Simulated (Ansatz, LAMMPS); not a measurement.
# Forces and charges in glassy 68GeO2-29SrO-3Gd2O3 (mol %) (105 atoms)

What does DFT give for glassy 68GeO2-29SrO-3Gd2O3 (mol %) (105 atoms) as built?

Main program and level: Ansatz 0.2.0; Kohn-Sham DFT, LDA, PAW (set soft_2), plane waves.

## 1. The starting structure

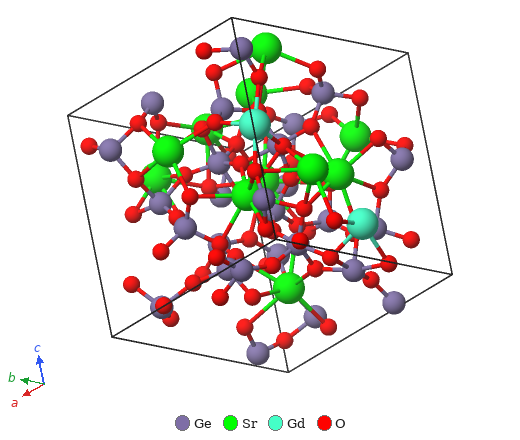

The starting structure, seen from a free direction (germanium purple, strontium green, gadolinium teal, oxygen red). Bonds to atoms that aren't drawn are left out. Some periodic images of atoms are drawn too.

The cell holds 105 atoms: 26 Ge, 11 Sr, 2 Gd and 66 O. Cell: a = 11.136 Å, b = 11.136 Å, c = 11.136 Å, α = 90.0°, β = 90.0°, γ = 90.0°. 105 atoms (26 Ge, 11 Sr, 2 Gd, 66 O) placed at random at 5.08 g/cm³, melted at 4000 K for 10 ps at fixed volume with the Morse and Coulomb pair potential with partial charges (Pedone, Malavasi, Menziani, Cormack and Segre, J. Phys. Chem. B 110, 11780 (2006)). Quenched from 4000 K to 300 K at 20 K/ps and fixed volume, held 5 ps, then minimised at fixed cell.

Before any run, some limits are plain. The quench rate of 20 K/ps is orders of magnitude faster than experiment, which tends to freeze in extra defects. The network of bonds at the start is that of the classical potential that made the cell, and needn't be the one that DFT or experiment would give. Without a Hubbard term or exact exchange, open shells on Gd are likely too delocalised. Sampling is at Γ alone, for a cell whose shortest periodic width is 11 Å. The levels lack spin–orbit coupling, which is large for the heavy elements here.

## 2. Making the structure

A classical potential supplies the starting structure, since it reaches far longer times than DFT.

This step: classical MD, Morse and Coulomb pair potential with partial charges (Pedone, Malavasi, Menziani, Cormack and Segre, J. Phys. Chem. B 110, 11780 (2006)) (LAMMPS 22 Jul 2025 - Update 4).

in.lmp

```
# melt-quench of Ge26Sr11Gd2O66
units metal
atom_style charge
boundary p p p
region box block 0 11.1363 0 11.1363 0 11.1363
create_box 4 box
mass 1 72.6300   # Ge
mass 2 87.6200   # Sr
mass 3 157.2500   # Gd
mass 4 15.9990   # O
create_atoms 1 random 26 600850 NULL overlap 1.5 maxtry 2000
create_atoms 2 random 11 600857 NULL overlap 1.5 maxtry 2000
create_atoms 3 random 2 600864 NULL overlap 1.5 maxtry 2000
create_atoms 4 random 66 600871 NULL overlap 1.5 maxtry 2000
pair_style hybrid/overlay pedone 5.5 coul/long 8.0
pair_coeff * * coul/long
pair_coeff 1 4 pedone 0.158118 2.294230 2.261313 5   # Ge-O
pair_coeff 2 4 pedone 0.019623 1.886000 3.328330 3   # Sr-O
pair_coeff 3 4 pedone 0.000132 2.013000 4.351589 3   # Gd-O
pair_coeff 4 4 pedone 0.042395 1.379316 3.618701 22   # O-O
set type 1 charge 2.4
set type 2 charge 1.2
set type 3 charge 1.8
set type 4 charge -1.2
kspace_style pppm 1.0e-4
neigh_modify delay 0 every 1 check yes
thermo_style custom step time temp pe press density
thermo_modify norm yes
timestep 0.002
thermo 100
min_style cg
minimize 1e-4 1e-4 200 2000
reset_timestep 0
velocity all create 4000 600851 mom yes dist gaussian
# [... 14 lines left out ...]
thermo 1250
fix md all nvt temp 300 300 0.2
run 2500 post no
unfix md
thermo 100
min_style cg
minimize 0 1e-3 2000 20000
write_dump all custom glass.dump id type xs ys zs modify sort id
```

Launch:

```sh
lmp -in in.lmp -log none -nocite
```

Numbers of over 12 decimals in the logs are rounded to 6 here.

Log:

```text
LAMMPS (22 Jul 2025 - Update 4)
Created orthogonal box = (0 0 0) to (11.1363 11.1363 11.1363)
Created 26 atoms
Created 11 atoms
Created 2 atoms
Created 66 atoms
PPPM initialization ...
  G vector (1/distance) = 0.38025942
  grid = 12 12 12
  estimated relative force accuracy = 6.6685662e-05
   Step          Time           Temp          PotEng         Press         Density
         0   0              0             -0.31680074     1067126.4      5.0770301
        88   0.176          0             -14.015979      71833.043      5.0770301
Loop time of 0.0556151 s on 1 MPI rank(s) for 88 steps with 105 atoms
Minimization stats:
  Stopping criterion = energy tolerance
  Energy initial, next-to-last, final =
    -0.316800743883858  -14.0147232413851  -14.0159789723018
  Force two-norm initial, final = 337.91229 2.5703431
  Iterations, force evaluations = 88 113
   Step          Time           Temp          PotEng         Press         Density
         0   0              4000          -14.015979      113419.73      5.0770301
       500   1              2113.4551     -13.771071      131943.07      5.0770301
      1000   2              1922.0577     -13.742194      133482.04      5.0770301
Loop time of 0.392786 s on 1 MPI rank(s) for 1000 steps with 105 atoms
[... 3 lines left out ...]
      2499   4.998          3647.8143     -13.548247      117966.72      5.0770301
      3332   6.664          3643.3517     -13.498976      120352.08      5.0770301
      4165   8.33           4121.3499     -13.609743      142580.61      5.0770301
      4998   9.996          3914.2745     -13.393063      162775.99      5.0770301
      5831   11.662         3738.1816     -13.547614      170345.52      5.0770301
[... 1 line left out ...]
Loop time of 2.04735 s on 1 MPI rank(s) for 5000 steps with 105 atoms
   Step          Time           Temp          PotEng         Press         Density
[... 12 lines left out ...]
Loop time of 36.1148 s on 1 MPI rank(s) for 92500 steps with 105 atoms
   Step          Time           Temp          PotEng         Press         Density
[... 2 lines left out ...]
    100000   200            292.10566     -14.13199       52282.897      5.0770301
    101000   202            299.5205      -14.122522      59525.674      5.0770301
Loop time of 0.901065 s on 1 MPI rank(s) for 2500 steps with 105 atoms
   Step          Time           Temp          PotEng         Press         Density
    101000   202            299.5205      -14.122522      59525.674      5.0770301
    101022   202.044        299.5205      -14.168944      49676.743      5.0770301
Loop time of 0.0337647 s on 1 MPI rank(s) for 22 steps with 105 atoms
Minimization stats:
  Stopping criterion = linesearch alpha is zero
  Energy initial, next-to-last, final =
     -14.1225221039868  -14.1689437810723  -14.1689437810723
  Force two-norm initial, final = 14.70758 0.4492504
  Iterations, force evaluations = 22 75
```

Wall time 40 s (1 thread of Arm Neoverse V2, shared host); peak memory 0.077 GiB.

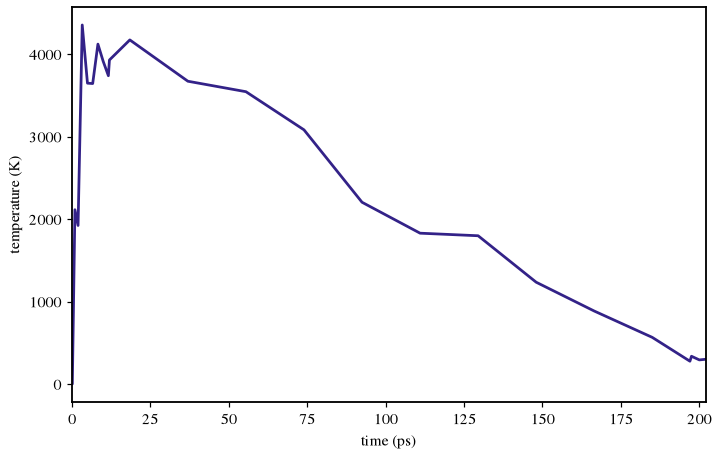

Temperature, plotted against time.

## 3. Plane-wave single point

One self-consistent run at the given positions yields energy and forces.

input.yaml

```yaml
crystal:
  lattice:
    - [11.1363, 0.0, 0.0]
    - [0.0, 11.1363, 0.0]
    - [0.0, 0.0, 11.1363]
  atoms:
    - { symbol: Ge, position: [0.34183, 0.50521, 0.20756] }
    - { symbol: Ge, position: [0.25611, 0.30027, 0.08342] }
    - { symbol: Ge, position: [0.06312, 0.91011, 0.90202] }
    - { symbol: Ge, position: [0.71424, 0.79452, 0.96192] }
    - { symbol: Ge, position: [0.5073, 0.42923, 0.44408] }
    - { symbol: Ge, position: [0.33124, 0.01855, 0.01567] }
    - { symbol: Ge, position: [0.94007, 0.25472, 0.72857] }
    - { symbol: Ge, position: [0.61898, 0.85097, 0.34736] }
    - { symbol: Ge, position: [0.59359, 0.60286, 0.6689] }
    - { symbol: Ge, position: [0.3838, 0.74742, 0.79705] }
    - { symbol: Ge, position: [0.31314, 0.53335, 0.63763] }
    - { symbol: Ge, position: [0.8147, 0.75654, 0.55984] }
    - { symbol: Ge, position: [0.80329, 0.00121, 0.75618] }
    - { symbol: Ge, position: [0.78566, 0.15401, 0.40951] }
    - { symbol: Ge, position: [0.91562, 0.76208, 0.13474] }
    - { symbol: Ge, position: [0.16528, 0.3697, 0.83327] }
    - { symbol: Ge, position: [0.94086, 0.22086, 0.02415] }
    - { symbol: Ge, position: [0.04361, 0.11276, 0.52195] }
    - { symbol: Ge, position: [0.42858, 0.77324, 0.08584] }
    - { symbol: Ge, position: [0.58551, 0.12224, 0.91566] }
    - { symbol: Ge, position: [0.49961, 0.12253, 0.44397] }
    - { symbol: Ge, position: [0.24295, 0.13648, 0.29365] }
    - { symbol: Ge, position: [0.81949, 0.45229, 0.42401] }
    - { symbol: Ge, position: [0.76937, 0.02503, 0.1455] }
    - { symbol: Ge, position: [0.65919, 0.6034, 0.2188] }
    - { symbol: Ge, position: [0.13818, 0.87293, 0.26084] }
    - { symbol: Sr, position: [0.76234, 0.45135, 0.91935] }
    - { symbol: Sr, position: [0.9441, 0.61206, 0.75378] }
    - { symbol: Sr, position: [0.28036, 0.10403, 0.73118] }
    - { symbol: Sr, position: [0.36276, 0.72403, 0.40287] }
    - { symbol: Sr, position: [0.15908, 0.38153, 0.46254] }
    - { symbol: Sr, position: [0.16616, 0.65333, 0.99015] }
    - { symbol: Sr, position: [0.55583, 0.93034, 0.65227] }
    - { symbol: Sr, position: [0.46667, 0.46685, 0.94712] }
    - { symbol: Sr, position: [0.62316, 0.3057, 0.16476] }
    - { symbol: Sr, position: [0.65607, 0.2915, 0.66824] }
    - { symbol: Sr, position: [0.04745, 0.64797, 0.39276] }
    - { symbol: Gd, position: [0.02726, 0.44025, 0.17088], spin: -7.0 }
    - { symbol: Gd, position: [0.15106, 0.82578, 0.61096], spin: 7.0 }
    - { symbol: O, position: [0.68932, 0.94646, 0.25619] }
    - { symbol: O, position: [0.30847, 0.15107, 0.08854] }
    - { symbol: O, position: [0.33828, 0.85494, 0.69953] }
    - { symbol: O, position: [0.66076, 0.07695, 0.04227] }
    - { symbol: O, position: [0.08694, 0.2431, 0.79599] }
    - { symbol: O, position: [0.71645, 0.90008, 0.85368] }
    - { symbol: O, position: [0.72977, 0.67362, 0.66318] }
    - { symbol: O, position: [0.0019, 0.62903, 0.1436] }
    - { symbol: O, position: [0.71391, 0.78539, 0.44598] }
    - { symbol: O, position: [0.98816, 0.83457, 0.25846] }
    - { symbol: O, position: [0.32677, 0.60249, 0.78683] }
    - { symbol: O, position: [0.28329, 0.32622, 0.92164] }
    - { symbol: O, position: [0.7882, 0.68576, 0.19991] }
    - { symbol: O, position: [0.16927, 0.01797, 0.22907] }
    - { symbol: O, position: [0.8594, 0.12988, 0.67627] }
    - { symbol: O, position: [0.1021, 0.01779, 0.62448] }
    - { symbol: O, position: [0.86803, 0.39213, 0.71431] }
    - { symbol: O, position: [0.96001, 0.43214, 0.35477] }
    - { symbol: O, position: [0.92175, 0.08706, 0.43221] }
    - { symbol: O, position: [0.46237, 0.50739, 0.32033] }
    - { symbol: O, position: [0.21749, 0.46282, 0.09932] }
    - { symbol: O, position: [0.65904, 0.09703, 0.78224] }
    - { symbol: O, position: [0.0704, 0.47709, 0.88136] }
    - { symbol: O, position: [0.44906, 0.63142, 0.59679] }
    - { symbol: O, position: [0.24009, 0.78558, 0.18645] }
    - { symbol: O, position: [0.41157, 0.92647, 0.111] }
    - { symbol: O, position: [0.38777, 0.11359, 0.33807] }
    - { symbol: O, position: [0.39541, 0.62316, 0.11621] }
    - { symbol: O, position: [0.5846, 0.48754, 0.76833] }
    - { symbol: O, position: [0.78733, 0.90316, 0.63347] }
    - { symbol: O, position: [0.76319, 0.15623, 0.25682] }
    - { symbol: O, position: [0.61456, 0.4881, 0.53853] }
    - { symbol: O, position: [0.44744, 0.12833, 0.58813] }
    - { symbol: O, position: [0.10676, 0.79197, 0.81026] }
    - { symbol: O, position: [0.08937, 0.26486, 0.04624] }
    - { symbol: O, position: [0.57785, 0.77093, 0.02911] }
    - { symbol: O, position: [0.63127, 0.52261, 0.09335] }
    - { symbol: O, position: [0.44242, 0.05747, 0.90774] }
    - { symbol: O, position: [0.37857, 0.42875, 0.53286] }
    [... 21 atom lines left out ...]
    - { symbol: O, position: [0.02434, 0.83273, 0.02941] }
    - { symbol: O, position: [0.35498, 0.78418, 0.94266] }
    - { symbol: O, position: [0.58288, 0.27291, 0.93242] }
    - { symbol: O, position: [0.22407, 0.41644, 0.6991] }
    - { symbol: O, position: [0.20636, 0.62348, 0.57094] }
    - { symbol: O, position: [0.70918, 0.48967, 0.31658] }
magnetization:
  spin_polarized: true
kpoints:
  mp_grid: { grid: [1, 1, 1] }
hamiltonian:
  xc: lda
scf:
  occupations: { method: fermi_dirac, width: 0.025 }
output:
  forces: true
  stress: true
  populations: true
  dos:
    method: { smearing: { sigma: 0.08 } }
    de: 0.1
    projected: { site_lists: { Gd: [Gd], Ge: [Ge], O: [O], Sr: [Sr] } }
  eigenvalues: true
  write_density: true
  write_potential: true
  volumetric_format: npy
```

Launch:

```sh
ansatz run input.yaml --threads 8 --pin off --max-ram 15872MiB --backend cpu --events-out ev --progress --plain --runs-dir out
```

Log:

```text
Gd: projections on atomic orbitals take those of the free atom [Kr 4d10] 4f7 5s2 5p6 5d1 6s2, of charge +0.00 (hamiltonian.pseudopotentials.projection_atoms); the dataset's partial waves leave at most 2.5e-4 of an orbital's norm unspanned inside its sphere
Engine: ansatz 0.2.0, aarch64-unknown-linux-gnu
Pseudopotentials: kind: paw
Pseudopotential: Ge, paw, valence charge 14, recommended cutoff 420 eV (normal), Ge.paw.azcp
Pseudopotential: Sr, paw, valence charge 10, recommended cutoff 420 eV (normal), Sr.paw.azcp
Pseudopotential: Gd, paw, valence charge 18, recommended cutoff 420 eV (normal), Gd.paw.azcp
Pseudopotential: O, paw, valence charge 6, recommended cutoff 420 eV (normal), O.paw.azcp
[... 3 lines on functional and potentials left out ...]
Crystal: 105 atoms, lattice volume = 1381.092 Å³
Basis set: ecut = 420 eV, 27081 PW (Γ)
Bands: 565, of which v1, the nominal top of the filled ones, is band 453 counted from 1 (452 counted from 0)
Symmetry: 1 space group operations
Space group: P1 (ITA 1), of the structure as read, at distance tolerance 1.1e-4 Å
Magnetic group: BNS 1.1 (UNI 1), of the structure as read, at distance tolerance 1.1e-4 Å
k-points: 1
[... 13 lines on functional and potentials left out ...]
Initial density: superposition of atomic densities (chi_scale 0.1, normalization cell, long waves 32 % of neutral atoms (reshape's long-wave potential 1.32 eV rms, cloud 2.62 Å wide))
Starting moments: Σ|m| = 14 μB on 2 of 105 sites
Starting magnetic order: compensated ferrimagnet; no operation exchanges its spin sublattices
Initial wavefunctions: pseudopotential atomic-orbital guess
Functional: x = slater, c = lda
SCF iter   1: F=—  HF=-202582.810730 eV  |F-HF|=—  |Δ(HF+E_count)|=         —  Δρ=1.50e-1 (↑1.50e-1 ↓1.50e-1)  dr2=2.06e3  dr2_m=5.39e1  M=0.880 μB ∫|m|=2.553 μB  β_m=0.02  ethr=3.10e-3  ⟨swp⟩=7.0  Hψ=5031  notcnv=0  defer=133
Mixer restart at iter 1: flushing history
preconditioner: auto → Resta (q_TF=auto, 2.543 Å⁻¹)  ε∞=3.7  [insulator: Δε(μ)=0.135 eV  Ē_g=18.105 eV  σ=0.025 eV  W_gap=0.69  n_scr=388 (ndim 8)  ℏωp=29.6 eV  f_vac=0.024  D(μ)=31.45/eV (n_scr^D=178)  ε∞_Penn≈3.7]
spin=Collinear: Resta preconditioning applied to the charge; magnetization (m = ρ↑ − ρ↓) channel mixes plain (no charge-response kernel on spin).
SCF iter   2: F=—  HF=-202534.041093 eV  |F-HF|=—  |Δ(HF+E_count)|=    4.88e1  Δρ=1.41e-1 (↑1.41e-1 ↓1.41e-1)  dr2=1.71e3  dr2_m=5.21e1  M=0.013 μB ∫|m|=1.405 μB  β_m=0.02  ethr=3.10e-3  ⟨swp⟩=2.5  Hψ=2214  notcnv=0  defer=195
Mixer restart at iter 2: flushing history
preconditioner: auto → Kerker (q_TF=auto, 2.543 Å⁻¹)  [metal: Δε(μ)=0.101 eV  Ē_g=18.100 eV  σ=0.025 eV  W_gap=0.50  n_scr=388 (ndim 8)  ℏωp=29.6 eV  f_vac=0.024  D(μ)=47.84/eV (n_scr^D=364)]
spin=Collinear: Kerker preconditioning applied to the charge; magnetization (m = ρ↑ − ρ↓) channel mixes plain (no charge-response kernel on spin).
SCF iter   3: F=—  HF=-202507.630909 eV  |F-HF|=—  |Δ(HF+E_count)|=    2.64e1  Δρ=1.35e-1 (↑1.35e-1 ↓1.35e-1)  dr2=1.59e3  dr2_m=4.85e1  M=0.004 μB ∫|m|=1.260 μB  β_m=0.03  ethr=3.10e-3  ⟨swp⟩=2.0  Hψ=1627  notcnv=0  defer=198
Mixer restart at iter 3: flushing history
SCF iter   4: F=—  HF=-202484.243654 eV  |F-HF|=—  |Δ(HF+E_count)|=    2.34e1  Δρ=1.28e-1 (↑1.25e-1 ↓1.28e-1)  dr2=1.45e3  dr2_m=4.27e1  M=-0.119 μB ∫|m|=1.376 μB  β_m=0.03  ethr=3.10e-3  ⟨swp⟩=2.5  Hψ=1161  notcnv=0  defer=198
Mixer restart at iter 4: flushing history
SCF iter   5: F=—  HF=-202478.597601 eV  |F-HF|=—  |Δ(HF+E_count)|=    5.65e0  Δρ=6.97e-2 (↑6.96e-2 ↓6.97e-2)  dr2=1.22e2  dr2_m=4.35e1  M=-0.003 μB ∫|m|=14.394 μB  β_m=0.08  ethr=3.10e-3  ⟨swp⟩=3.0  Hψ=1445  notcnv=0  defer=196
Mixer restart at iter 5: flushing history
[...]
SCF iter  29: F=—  HF=-202439.588433 eV  |F-HF|=—  |Δ(HF+E_count)|=   1.68e-4  Δρ=3.26e-5 (↑3.26e-5 ↓3.24e-5)  dr2=5.54e-5  dr2_m=6.48e-8  M=0.000 μB ∫|m|=14.041 μB  β_m=0.73  ethr=9.05e-8  ⟨swp⟩=2.0  Hψ=1426  notcnv=0  defer=206
SCF iter  30: F=—  HF=-202439.585702 eV  |F-HF|=—  |Δ(HF+E_count)|=   2.73e-3  Δρ=1.65e-5 (↑1.64e-5 ↓1.65e-5)  dr2=1.39e-5  dr2_m=1.81e-8  M=0.000 μB ∫|m|=14.041 μB  β_m=0.66  ethr=6.12e-9  ⟨swp⟩=2.0  Hψ=1829  notcnv=0  defer=206
SCF iter  31: F=—  HF=-202439.585701 eV  |F-HF|=—  |Δ(HF+E_count)|=   1.49e-6  Δρ=5.18e-6 (↑5.18e-6 ↓4.32e-6)  dr2=1.53e-6  dr2_m=1.82e-8  M=0.000 μB ∫|m|=14.041 μB  β_m=0.67  ethr=1.53e-9  ⟨swp⟩=2.0  Hψ=1829  notcnv=0  defer=206
SCF iter  32: F=—  HF=-202439.585701 eV  |F-HF|=—  |Δ(HF+E_count)|=   2.88e-7  Δρ=1.90e-6 (↑1.90e-6 ↓1.84e-6)  dr2=2.19e-7  dr2_m=6.54e-10  M=0.000 μB ∫|m|=14.041 μB  β_m=0.72  ethr=1.69e-10  ⟨swp⟩=2.0  Hψ=1830  notcnv=0  defer=206
SCF iter  33: F=-202439.585701 eV  HF=-202439.585701 eV  |F-HF|=3.47e-8  |Δ(HF+E_count)|=   5.40e-8  Δρ=1.13e-6 (↑1.13e-6 ↓1.04e-6)  dr2=5.69e-8  dr2_m=5.26e-10  M=0.000 μB ∫|m|=14.041 μB  ethr=1.10e-11  ⟨swp⟩=18.0  Hψ=10640  notcnv=0
SCF 1 converged in 33 iterations: F = -202439.585701 eV  dr2 = 5.69e-8
[...]
SCF converged after 33 iterations
Magnetization: 0.0000 μB (453.0000 up, 453.0000 down)
Absolute magnetization: 14.0432 μB (∫|ρ↑−ρ↓|, with the PAW one-centre terms)
Spin contamination: 7.0136 ħ² per cell (⟨S²⟩ above its minimum at these occupations)
Per-site moments (μB) at R_I (Å): [(-0.000137073, 0.718268), (-0.00013573, 0.726744), (0.000132093, 0.704235), (-4.8258988875346045e-6, 0.694605), (2.630340800294387e-6, [...]
Free energy (F): -202439.585701 eV
Harris-Foulkes:  -202439.585701 eV  (|F-HF|=3.47e-8)
Internal energy: -202439.585701 eV  (E = F + TS)
E sigma→0 (E₀):  -202439.585701 eV
Fermi energy:    8.074508 eV
--- Per-component energies (eV) ---
  E_band       = -5655.196219
  E_kinetic    = 18022.674751
  E_local      = -110212.247599  (includes V_loc(G=0)·N_el)
  E_nonlocal   = 17345.175865
  E_hartree    = 45506.999225
  E_xc         = -9080.363470
  E_vxc        = -10128.072792  (∫ρ·V_xc dr)
  E_paw        = -101455.894122  (= ΣΔE_a)
  E_vpaw       = -11696.891170  (= ΣTr[D̂ρ^β])
  E_aug_tail   = 0.174775  (compensation charges beyond the density's cutoff)
  E_ewald      = -62627.911983
  E_core_change = 61.806856  (= ΣΔE_core)
  E_smearing   = -0.000000  (= −TS)
  E_closure    = 0.000000  (closes the sum)
  Σ components = -202439.585701   (vs F -202439.585701, Δ=0.00e0)
--- Forces (eV/Å), atoms counted from 1 ---
  atom   1  Ge    -0.90777826    -1.06566291     1.00133126
  atom   2  Ge    -1.02441510     0.50456809     0.09496677
  atom   3  Ge    -1.18469094    -0.54226769     0.12437254
  atom   4  Ge     0.11700988     0.07962879     0.22565684
  atom   5  Ge    -0.41496316     0.57985665     0.78773205
  atom   6  Ge    -0.30581856    -0.80999558     0.21217110
  atom   7  Ge     0.80666926     0.41542276     0.94741983
  atom   8  Ge     0.75692403     0.33186498    -0.21159422
  atom   9  Ge    -2.77532246     0.21638043    -0.73878986
  atom  10  Ge     0.96341467    -0.94352352    -0.64056032
  atom  11  Ge     2.16037653     1.20062768     0.65491081
  atom  12  Ge    -1.59921920     0.63745624    -0.55536098
  atom  13  Ge     1.19328412    -0.80721761     1.18320082
  atom  14  Ge     0.36326157     0.50713012    -0.84379369
[...]
atom 104  O     -1.25433276     0.75559269    -1.23058618
  atom 105  O     -0.77052292    -1.25528334    -0.27942387
  max |Σ_I F_I| component: 7.06e-5 eV/Å
--- Stress (GPa, compression-positive) ---
       -0.093793       0.246217      -0.162780
        0.246217       1.293227      -1.159323
       -0.162780      -1.159323       3.260142
  P = ⅓ Tr σ = 1.4865 GPa (14.865 kbar)
--- Band table (eV) ---
  k-point 0 ↑: bands = ["-35.5883", "-32.5865", "-26.6288", "-26.2496", [... 549 levels ...], "15.5537", "15.5694", "15.6220", "15.6625", "15.6971", "15.7131", "15.7634", "15.7896", "15.8273", "15.8613", "15.9077", "15.9602"]
  k-point 0 ↓: bands = ["-35.4620", "-32.7159", "-26.6286", "-26.2494", [... 549 levels ...], "15.5482", "15.5561", "15.6054", "15.6637", "15.6748", "15.7052", "15.7501", "15.7799", "15.7918", "15.8602", "15.8935", "15.9429"]
--- Löwdin populations: 105 sites ---
  site symbol       q [e]    m [muB]
     0     Ge     12.5933    -0.0006
     1     Ge     12.5441    -0.0005
     2     Ge     12.5185    -0.0001
[...]
104      O      6.7694    -0.0002
  spilling = 0.006904 (of n_electrons = 906.000000)
```

Run time: 79 s. Hardware: 8 threads of Arm Neoverse V2, shared host; peak memory 3.8 GiB.

Reading the cycles: dr2 is the Hartree energy of the density residual (eV), the measure of convergence; HF is the Harris–Foulkes estimate of the energy, which meets the free energy F at convergence.

The program notes that the stability of the SCF solution was not settled.

Read from the output:

| Property | Result |
| --- | --- |
| free energy | -202439.5857 eV |
| free energy per atom | -1927.9961 eV/atom |
| SCF cycles | 33 |
| pressure | 1.487 GPa |
| r.m.s. force component | 0.8298 eV/Å |
| longest force | 2.88 eV/Å |
| Fermi energy | 8.075 eV |
| gap (highest filled to lowest empty level) | 2.179 eV |
| absolute moment | 14.04 μB |
| spilling of the projection | 0.006904 |

(Part 1 of 2 ends here.)

[Logs are printed without paths, hosts, clocks, repeated set-up lines and the standing remarks that a program may print on its own settings, such as how far it seeks lower states.]

[Hosts, paths, dates, database ids (printed as entryN), source tags and the programs' standing remarks are cut or masked in the printed files.]
